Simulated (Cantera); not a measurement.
A closed system holds: 1 mol Al₂O₃, 45 mol H₂, 0.6 mol N₂, at 6.50 bar.

Cantera equilibrium calculation (NASA polynomials, part measured and part estimated; ideal gas, pure solids and liquids). Candidate condensed phases: Al, AlN, Al₂O₃, H₂O; 35 gas species. Mutual solubility and eutectic melting of coexisting phases are not modelled. The tables' values for AlOH are old estimates; treat these amounts as uncertain. Condensed phases not in the tables: aluminium oxynitride. Kinetics and transport are ignored.

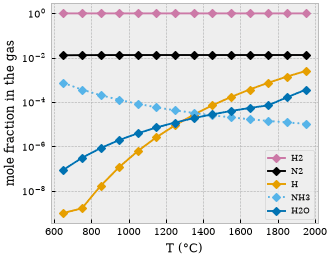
Figure. Equilibrium gas composition (values under 1e-9 drawn at 1e-9)

From 650 °C to 1050 °C the condensed part is Al₂O₃(s). From 1150 °C to 1750 °C the condensed part is AlN(s) + Al₂O₃(s). From 1850 °C to 1950 °C the condensed part is Al₂O₃(s).
